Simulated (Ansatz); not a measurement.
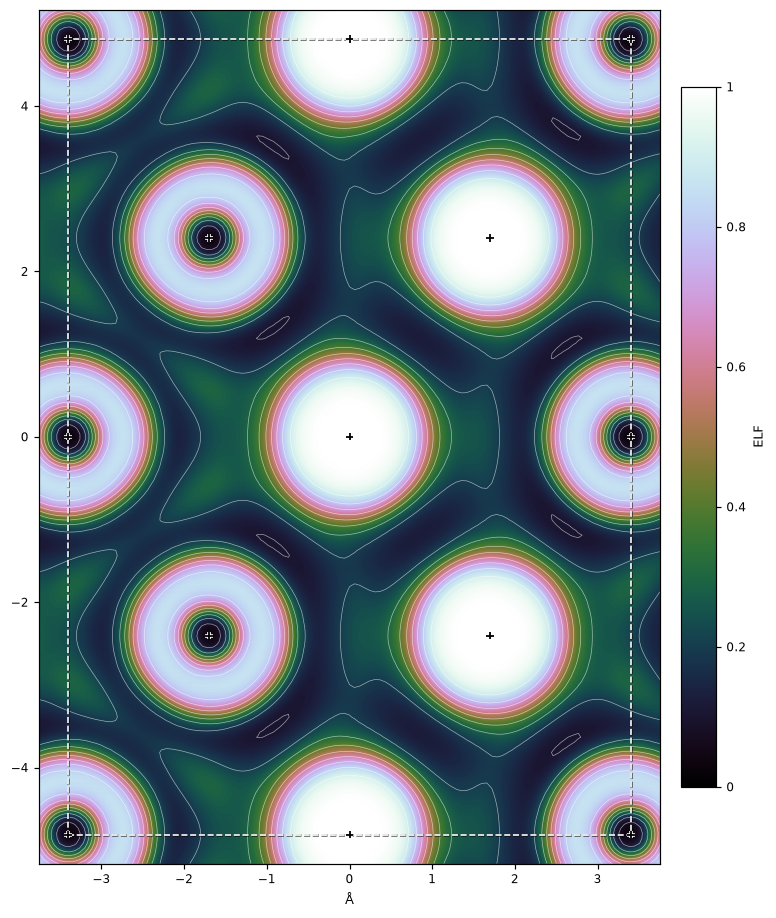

The electron localisation function on a plane through atoms (crosses mark nuclei in the plane).

Theory: DFT PBE, scalar-relativistic, plane waves, PAW; 4f electrons in the core of a trivalent norm-conserving potential in Ansatz 0.2.0.

Candidates:
A. TmH, a = 6.80 Å, b = 6.80 Å, c = 6.80 Å, α = 90.00°, β = 90.00°, γ = 90.00°. Space group Fd-3m; a structure generated by program, which may or may not match a known phase; computed without spin polarisation; no Hubbard U on the f states and no spin–orbit coupling.
B. SmB2Br, a = 4.31 Å, b = 4.31 Å, c = 16.58 Å, α = 90.00°, β = 90.00°, γ = 120.00°. Space group R-3m; a structure generated by program, which may or may not match a known phase; computed without spin polarisation; no Hubbard U on the f states and no spin–orbit coupling.

**Which candidate gave the map?**

Candidate A: TmH on the (011) plane of the conventional cell, which holds Tm and H. Tm–H (2.95 Å): the ELF climbs to about 1 towards the hydrogen.
